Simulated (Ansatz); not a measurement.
# BH₃···CH₄: what the fields show

Input

```
crystal:
  periodic: [false, false, false]
  atoms:
    - { symbol: B, position_ang: [-0.061086, -0.401489, -0.475559] }
    - { symbol: C, position_ang: [-0.021164, -0.175117, 2.309605] }
    - { symbol: H, position_ang: [-1.006136, -0.234573, 2.768203] }
    - { symbol: H, position_ang: [0.740321, -0.58063, 2.973736] }
    - { symbol: H, position_ang: [0.214991, 0.857446, 2.062782] }
    - { symbol: H, position_ang: [1.005813, 0.110237, -0.626562] }
    - { symbol: H, position_ang: [-1.063833, 0.240296, -0.560457] }
    - { symbol: H, position_ang: [-0.128432, -1.577035, -0.301254] }
    - { symbol: H, position_ang: [-0.030774, -0.811135, 1.402405] }
basis:
  gaussian: { orbitals: def2-TZVP }
hamiltonian:
  xc: r2scan
  dispersion: d4
relax:
  f_tol: 0.03
  max_steps: 50
output:
  orbitals: {}
```

Command:

```sh
ansatz run input.yaml --threads 4 --pin off --max-ram 5120MiB --backend cpu --events-out ev --progress --plain --runs-dir out
```

The fields are those of the run's last geometry, not of the input's.

Method: RKS r2SCAN-D4/def2-TZVP (Ansatz 0.2.0).

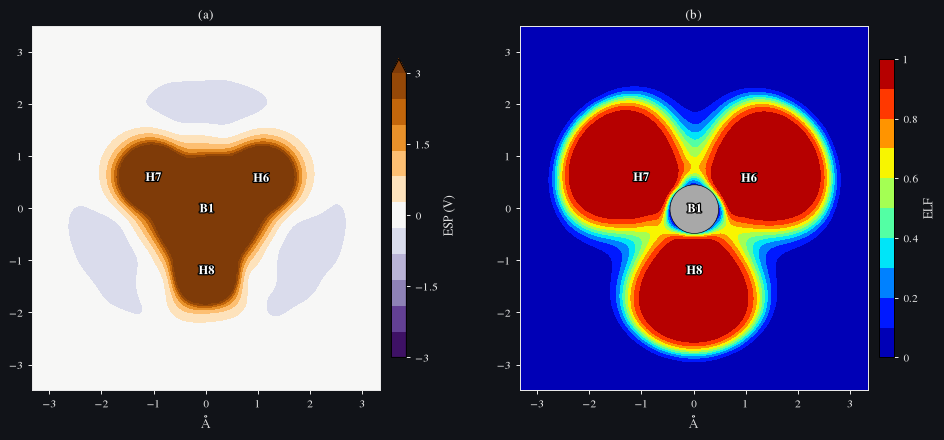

Figure 1. (a) electrostatic potential; (b) electron localisation function on the plane of atoms H6, B1 and H7. Grey discs cover the atomic cores in the ELF map.

Q: What do the fields say about this system?

A:
- The section cuts through B and H sites.
- B–H (1.19 Å): the ELF climbs to about 1 towards the hydrogen, as it does in any bond to H; a covalent bond by its length.
- Outside the dense part of the complex the potential is most negative (−0.5 V) near H8.

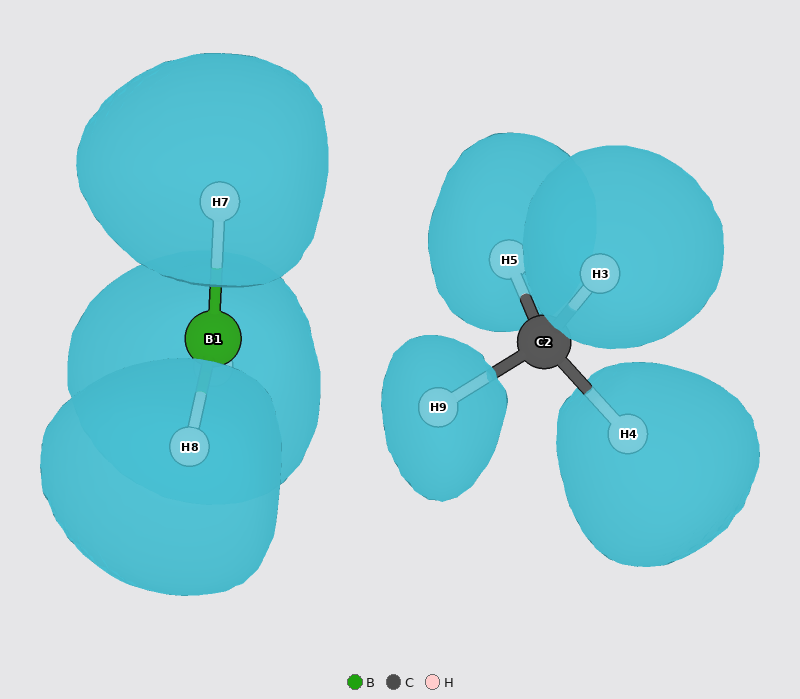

Figure 2. Isosurface of the ELF at 0.9 (cyan), seen from one side. Core shells and regions of very low density are left out.

Q: Describe the localisation domains.

A: At this value the surface marks out seven regions around hydrogen nuclei.


B1···H9 (1.98 Å): the ELF climbs to about 1 towards the hydrogen. C–H (1.09 Å): the ELF climbs to about 1 towards the hydrogen (a covalent bond by its length).

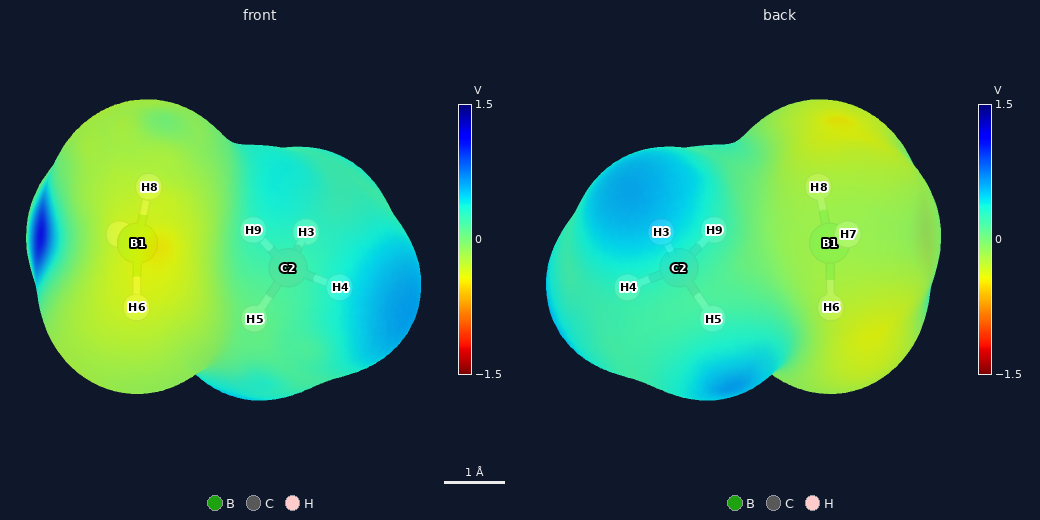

Figure 3. The molecular electrostatic potential painted on the density surface at 0.001 e/bohr³, seen from the front and from behind; red is negative and blue positive.

Q: Describe the electrostatic potential map.

A: The most negative region (about −0.4 V) lies over H8, the most positive (about +1.0 V) over B1.

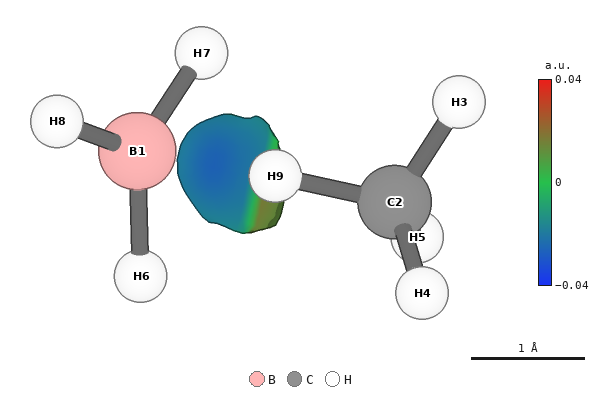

Figure 4. Non-covalent interaction (NCI) plot: the surface where the reduced density gradient is 0.4, for densities under 0.05 a.u., coloured by sign(λ₂)ρ; seen at a tilt.

Q: Which non-covalent interactions does the plot reveal?

A: H9···B1 (2.0 Å): a weak contact, attractive (blue-green) on one side and crowded (olive to red) on the other.
